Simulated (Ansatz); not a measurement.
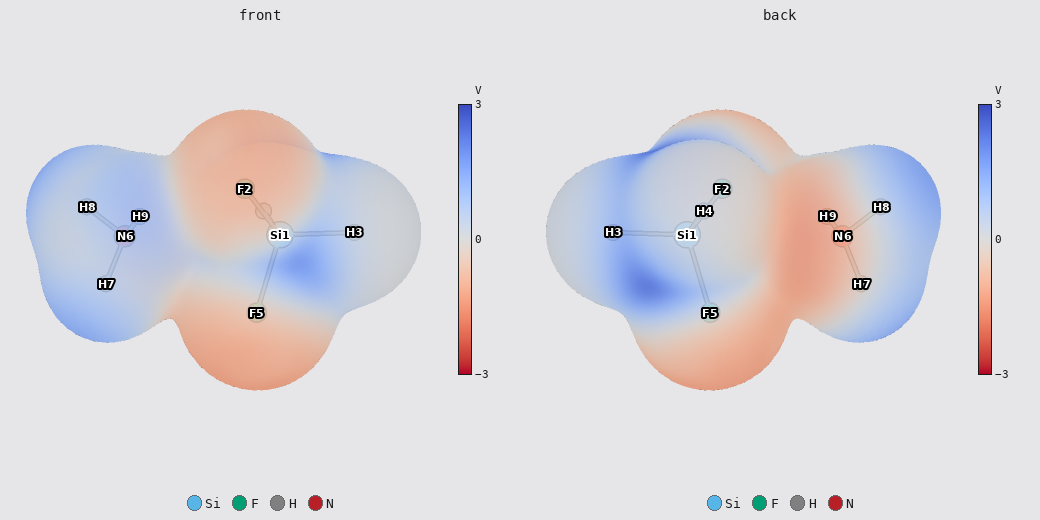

F$_{2}$H$_{2}$Si···NH$_{3}$. The electrostatic potential painted on the density surface at 0.002 e/bohr³, seen from the front and from behind; red is negative and blue positive.

Not at a stationary point (largest force 1.2 eV/Å).

All numbers below come from RHF/def2-SVP (Ansatz 0.2.0).

The calculation's input:

```
crystal:
  periodic: [false, false, false]
  atoms:
    - { symbol: Si, position_ang: [0.0, 0.0, 0.0] }
    - { symbol: F, position_ang: [0.0, 0.0, 1.94] }
    - { symbol: H, position_ang: [1.3768, 0.0, -0.4862] }
    - { symbol: H, position_ang: [-0.6877, 1.1914, -0.4862] }
    - { symbol: F, position_ang: [-0.7489, -1.2974, -0.5295] }
    - { symbol: "N", position_ang: [-2.0118, 0.0, 0.6685] }
    - { symbol: H, position_ang: [-2.7319, -0.6071, 0.1822] }
    - { symbol: H, position_ang: [-2.2977, 0.6071, 1.489] }
    - { symbol: H, position_ang: [-1.1911, 0.0, 1.7191] }
basis:
  gaussian: { orbitals: def2-SVP }
hamiltonian:
  xc: hf
relax:
  f_tol: 0.15
  max_steps: 25
  restrain:
    - { distance: [0, 5], at: 3.02, k: 30.0 }
    - { distance: [8, 1], at: 2.12, k: 30.0 }
    - { distance: [0, 1], at: 1.59, k: 30.0 }
    - { distance: [8, 5], at: 1.06, k: 30.0 }
output:
  orbitals: {}
```

Run with:

```sh
ansatz run input.yaml --threads 1 --pin off --max-ram 2048MiB --backend cpu --events-out ev --progress --plain --runs-dir out
```

The fields are those of the run's last geometry, not of the input's.

**Where is the surface potential most negative and most positive?**

The most negative region (about −1.4 V) lies over N6, the most positive (about +2.2 V) over Si1. N6 is the likeliest acceptor of a hydrogen bond.
